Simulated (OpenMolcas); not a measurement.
Geometry relaxation, with input and output: SiS (part 4 of 4)

The same run, continued: SiS (silylene, thioxo-), SMILES [Si-]#[S+]; CASSCF/ANO-R1, sfX2C (OpenMolcas 26.06). 

Geometry of the input (Å):
```
Si 0.0000  0.0000  0.0000
S  0.0000  0.0000  1.9293
```

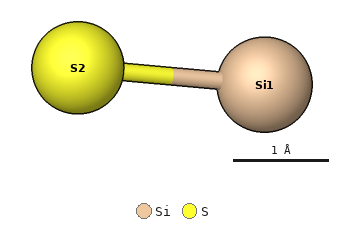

The geometry at step 2 of the log (ball-and-stick view, seen at a tilt; atoms are numbered from 1 in the order of the input).

Output, continued:
```
      printout of CI-coefficients larger than  0.05 for root  1
      energy=    -688.163635
      conf/sym  11     Coeff  Weight
             1  20   0.07397 0.00547
             2  ud  -0.52024 0.27065
             3  02   0.85081 0.72388

      printout of CI-coefficients larger than  0.05 for root  2
      energy=    -688.017689
      conf/sym  11     Coeff  Weight
             1  20  -0.48623 0.23642
             2  ud   0.72606 0.52716
             3  02   0.48623 0.23642

      printout of CI-coefficients larger than  0.05 for root  3
      energy=    -687.848372
      conf/sym  11     Coeff  Weight
             1  20   0.87070 0.75811
             2  ud   0.44966 0.20219
             3  02   0.19925 0.03970

      Natural orbitals and occupation numbers for root  1
      sym 1:   0.010536   1.989464

      Natural orbitals and occupation numbers for root  2
      sym 1:   1.000000   1.000000

      Natural orbitals and occupation numbers for root  3
      sym 1:   1.989464   0.010536

      ************************************************************************************************************************
      *                                                    Final results                                                     *
      ************************************************************************************************************************

++    Final optimization conditions:
      ------------------------------

      Average CI energy                            -688.00989863
      RASSCF energy for state  2                   -688.01768934
      Super-CI energy                                -0.00000000
      RASSCF energy change                           -0.00000000
      Max change in MO coefficients               1.168E-05
      Max non-diagonal density matrix element     1.057E-05
      Maximum BLB matrix element                 -9.228E-06
      (orbital pair  14,  17 in symmetry   1)
      Norm of electronic gradient            5.519E-02
--

      Final state energy(ies):
      ------------------------

::    RASSCF root number  1 Total energy:   -688.16363470
::    RASSCF root number  2 Total energy:   -688.01768934
::    RASSCF root number  3 Total energy:   -687.84837184
      Von Neumann Entropy (Root   1) =  0.04745

      Mulliken population analysis for root number:  1
      -----------------------------------------------

++    Molecular charges:
      ------------------

      Mulliken charges per centre
      ---------------------------

                SI1     S2
      Total   13.5850 16.4150

      N-E      0.4150 -0.4150

      Total electronic charge=   30.000000

      Total            charge=   -0.000000
--

      Expectation values of various properties for root number:  1
      -----------------------------------------------------------

++    Molecular properties:
      ---------------------

      Charge (e):
                      =   -0.0000
      Dipole Moment (debye):
      Origin of the operator (angstrom)=    0.0000    0.0000    1.0351
                   X=  2.1132E-05               Y= -1.2742E-05               Z= -3.6350E+00           Total=  3.6350E+00
      Quadrupole Moment (debye*angstrom):
      Origin of the operator (angstrom)=    0.0000    0.0000    1.0351
                  XX= -2.5456E+01              XY= -2.5367E-02              XZ=  2.1114E-04              YY= -2.5483E+01
                  YZ= -1.2843E-04              ZZ= -2.5699E+01
      In traceless form (debye*angstrom)
                  XX=  1.3478E-01              XY= -3.8051E-02              XZ=  3.1671E-04              YY=  9.4625E-02
                  YZ= -1.9265E-04              ZZ= -2.2940E-01
--

      LoProp population analysis for root number:  1
      -----------------------------------------------

++    LoProp analysis:
      ----------------

++    Static properties:
      ------------------

      LoProp Charges per center

                   SI1      S2
      Nuclear     14.0000  16.0000
      Electronic -13.5684 -16.4316

      Total        0.4316  -0.4316
--

      Natural Bond Order analysis for root number:  1

++    Natural Bond Order analysis
      ---------------------------
      Based on LoProp computed density
      -------------------------------------------------------------------------------------
      Atom A       Atom B       Bond Order
        SI1          S2             0.755
      -------------------------------------------------------------------------------------
      NBO located      1.511 electrons involved in    1 bonds.
      NBO located      1.005 non-bonded electrons on atom SI1
      NBO located      0.999 non-bonded electrons on atom SI1
      NBO located      1.000 non-bonded electrons on atom SI1
      NBO located      1.000 non-bonded electrons on atom SI1
      NBO located      1.000 non-bonded electrons on atom SI1
      NBO located      0.975 non-bonded electrons on atom S2
      NBO located      1.002 non-bonded electrons on atom S2
      NBO located      0.999 non-bonded electrons on atom S2
      NBO located      1.000 non-bonded electrons on atom S2
      NBO located      1.000 non-bonded electrons on atom S2
      NBO located      1.000 non-bonded electrons on atom S2
      The remaining    3.108 electrons are to be considered as diffuse
--

--

      Von Neumann Entropy (Root   2) =  1.00000

      Mulliken population analysis for root number:  2
      -----------------------------------------------

++    Molecular charges:
      ------------------

      Mulliken charges per centre
      ---------------------------

                SI1     S2
      Total   13.8180 16.1820

      N-E      0.1820 -0.1820

      Total electronic charge=   30.000000

      Total            charge=   -0.000000
--

      Expectation values of various properties for root number:  2
      -----------------------------------------------------------

++    Molecular properties:
      ---------------------

      Charge (e):
                      =   -0.0000
      Dipole Moment (debye):
      Origin of the operator (angstrom)=    0.0000    0.0000    1.0351
                   X=  2.3887E-04               Y= -1.4565E-04               Z= -2.2605E+00           Total=  2.2605E+00
      Quadrupole Moment (debye*angstrom):
      Origin of the operator (angstrom)=    0.0000    0.0000    1.0351
                  XX= -2.6560E+01              XY= -1.7759E+00              XZ=  1.7818E-04              YY= -2.8434E+01
                  YZ= -1.0567E-04              ZZ= -2.2009E+01
      In traceless form (debye*angstrom)
                  XX= -1.3386E+00              XY= -2.6639E+00              XZ=  2.6728E-04              YY= -4.1497E+00
                  YZ= -1.5850E-04              ZZ=  5.4883E+00
--

      LoProp population analysis for root number:  2
      -----------------------------------------------

++    LoProp analysis:
      ----------------

++    Static properties:
      ------------------

      LoProp Charges per center

                   SI1      S2
      Nuclear     14.0000  16.0000
      Electronic -13.7845 -16.2155

      Total        0.2155  -0.2155
--

      Natural Bond Order analysis for root number:  2

++    Natural Bond Order analysis
      ---------------------------
      Based on LoProp computed density
      -------------------------------------------------------------------------------------
      Atom A       Atom B       Bond Order
      -------------------------------------------------------------------------------------
      NBO located      0.930 non-bonded electrons on atom SI1
      NBO located      0.999 non-bonded electrons on atom SI1
      NBO located      1.000 non-bonded electrons on atom SI1
      NBO located      1.000 non-bonded electrons on atom SI1
      NBO located      1.000 non-bonded electrons on atom SI1
      NBO located      1.000 non-bonded electrons on atom SI1
      NBO located      0.910 non-bonded electrons on atom S2
      NBO located      0.962 non-bonded electrons on atom S2
      NBO located      0.998 non-bonded electrons on atom S2
      NBO located      1.000 non-bonded electrons on atom S2
      NBO located      1.000 non-bonded electrons on atom S2
      NBO located      1.000 non-bonded electrons on atom S2
      NBO located      1.000 non-bonded electrons on atom S2
      The remaining    2.659 electrons are to be considered as diffuse
--

--

      Von Neumann Entropy (Root   3) =  0.04745

      Mulliken population analysis for root number:  3
      -----------------------------------------------

++    Molecular charges:
      ------------------

      Mulliken charges per centre
      ---------------------------

                SI1     S2
      Total   14.0510 15.9490

      N-E     -0.0510  0.0510

      Total electronic charge=   30.000000

      Total            charge=   -0.000000
--

      Expectation values of various properties for root number:  3
      -----------------------------------------------------------

++    Molecular properties:
      ---------------------

      Charge (e):
                      =   -0.0000
      Dipole Moment (debye):
      Origin of the operator (angstrom)=    0.0000    0.0000    1.0351
                   X=  4.5731E-04               Y= -2.7740E-04               Z= -8.8592E-01           Total=  8.8592E-01
      Quadrupole Moment (debye*angstrom):
      Origin of the operator (angstrom)=    0.0000    0.0000    1.0351
                  XX= -2.7665E+01              XY= -3.5265E+00              XZ=  1.4302E-04              YY= -3.1386E+01
                  YZ= -8.6569E-05              ZZ= -1.8320E+01
      In traceless form (debye*angstrom)
                  XX= -2.8120E+00              XY= -5.2898E+00              XZ=  2.1453E-04              YY= -8.3939E+00
                  YZ= -1.2985E-04              ZZ=  1.1206E+01
--

      LoProp population analysis for root number:  3
      -----------------------------------------------

++    LoProp analysis:
      ----------------

++    Static properties:
      ------------------

      LoProp Charges per center

                   SI1      S2
      Nuclear     14.0000  16.0000
      Electronic -14.0006 -15.9994

      Total       -0.0006   0.0006
--

      Natural Bond Order analysis for root number:  3

++    Natural Bond Order analysis
      ---------------------------
      Based on LoProp computed density
      -------------------------------------------------------------------------------------
      Atom A       Atom B       Bond Order
      -------------------------------------------------------------------------------------
      NBO located      0.999 non-bonded electrons on atom SI1
      NBO located      1.000 non-bonded electrons on atom SI1
      NBO located      1.000 non-bonded electrons on atom SI1
      NBO located      1.000 non-bonded electrons on atom SI1
      NBO located      1.000 non-bonded electrons on atom SI1
      NBO located      1.000 non-bonded electrons on atom S2
      NBO located      1.000 non-bonded electrons on atom S2
      NBO located      1.000 non-bonded electrons on atom S2
      NBO located      1.000 non-bonded electrons on atom S2
      NBO located      1.000 non-bonded electrons on atom S2
      NBO located      1.000 non-bonded electrons on atom S2
      The remaining    4.319 electrons are to be considered as diffuse
--

--

      Average orbitals are written to the RASORB file
      Natural orbitals for root   1 are written to the RASORB.1 file
      Natural orbitals for root   2 are written to the RASORB.2 file
      Natural orbitals for root   3 are written to the RASORB.3 file
      Spin density orbitals for root   1 are written to the SPDORB.1 file
      Spin density orbitals for root   2 are written to the SPDORB.2 file
      Spin density orbitals for root   3 are written to the SPDORB.3 file

--- Stop Module: last_energy /rc=_RC_ALL_IS_WELL_ ---
           step6.RasOrb.2 step6.SpdOrb.3 step6.SpdOrb.1 step6.SpdOrb.2 xmldump
--- Module last_energy spent 5 seconds ---

>>> END DO

.##################.
.# Happy landing! #.
.##################.

    Timing: Wall=43.05 User=38.25 System=4.27
```

Trajectory as extended XYZ (Å, eV, eV/Å), 4 frames, from step=0 to step=3:
```
2
Properties=species:S:1:pos:R:3:forces:R:3 step=0 energy=-18721.61953
Si    0.0000    0.0000    0.0000    0.0000   0.0000  -3.7329
S     0.0000    0.0000    1.9293    0.0000   0.0000   3.7329
2
Properties=species:S:1:pos:R:3:forces:R:3 step=1 energy=-18721.78449
Si    0.0000    0.0000   -0.0278    0.0000   0.0000  -2.2479
S     0.0000    0.0000    1.9571    0.0000   0.0000   2.2479
2
Properties=species:S:1:pos:R:3:forces:R:3 step=2 energy=-18721.90007
Si    0.0000    0.0000   -0.0689    0.0000  -0.0001  -0.6583
S     0.0000    0.0000    1.9982    0.0000   0.0001   0.6583
2
Properties=species:S:1:pos:R:3:forces:R:3 step=3 energy=-18721.91504
Si    0.0000    0.0000   -0.0923    0.0000  -0.0001   0.0037
S     0.0000    0.0000    2.0216    0.0000   0.0001  -0.0037
```

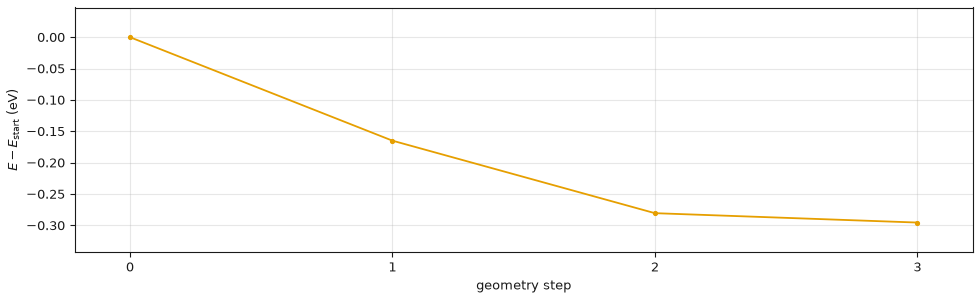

Progress of the relaxation, step by step (steps are counted from 0).

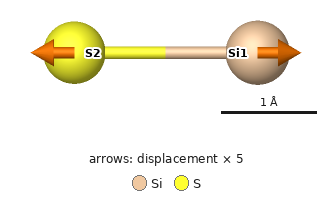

The starting structure with the displacements as orange arrows, magnified 5 times (ball-and-stick view, seen on its broad side). The two geometries are laid on each other by the best rigid fit. The largest moves after the best rigid fit, 0.092 Å, are those of Si1 and S2. Largest moves by element: S 0.092 Å, Si 0.092 Å. Among the contacts that change: Si1–S2 1.929 → 2.114 Å. After 3 geometry steps the energy has fallen by 0.296 eV. The largest force component goes from 3.7 to 0.0037 eV/Å. (Atoms are counted from 1 in the order of the input.)
